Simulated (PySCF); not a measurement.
```xyz
17

C     3.2370    0.2464   -0.5568
C     2.1566   -0.3340    0.0486
C     0.9218    0.2664    0.1754
C    -0.2631   -0.3898    0.8012
C    -1.2089   -0.8897   -0.2674
C    -2.3495   -0.2289   -0.1941
C    -2.2996    0.7400    0.9461
O    -1.0395    0.5338    1.5616
H     3.1716    1.2345   -0.9762
H     4.1823   -0.2588   -0.6277
H     2.2723   -1.3309    0.4578
H     0.7615    1.2617   -0.2098
H     0.0616   -1.2061    1.4645
H    -0.9139   -1.6454   -0.9695
H    -3.2158   -0.3259   -0.8212
H    -2.3893    1.7807    0.5995
H    -3.0920    0.5578    1.6842
```

Geometry: GFN2-xTB.

Method: PySCF, UKS B3LYP, pcH-1 on C H O, non-relativistic, mean-field spin-orbit, GIAO.

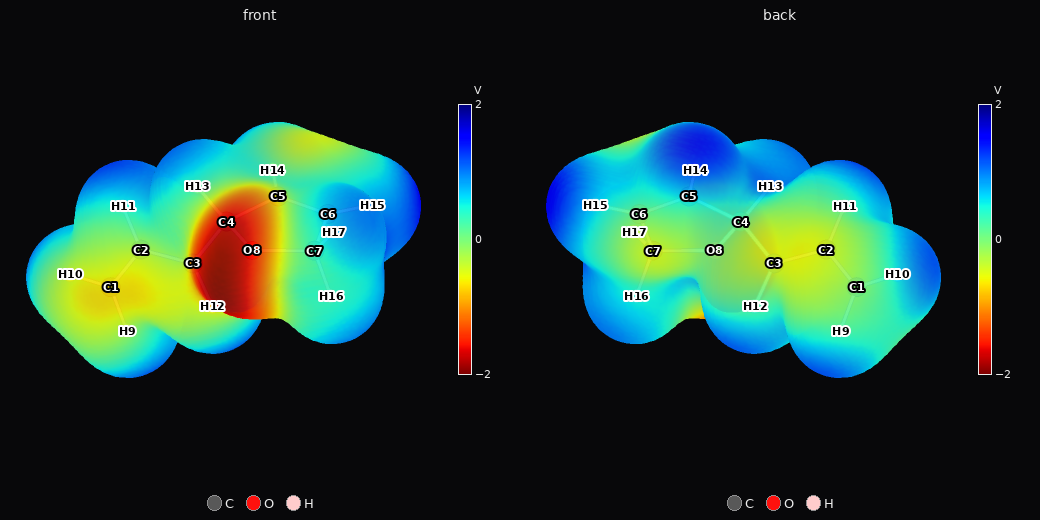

C7H9O (doublet). The electrostatic potential painted on the density surface at 0.004 e/bohr³, seen from the front and from behind; the colour scale runs from red (negative) to blue (positive).

**Where is the surface potential most negative and most positive?**

The most negative region (about −1.9 V, or −44 kcal/mol for a unit charge) lies over O8, the most positive (about +1.5 V, or +35 kcal/mol for a unit charge) over H14 and H15. O8 is the likeliest acceptor of a hydrogen bond.
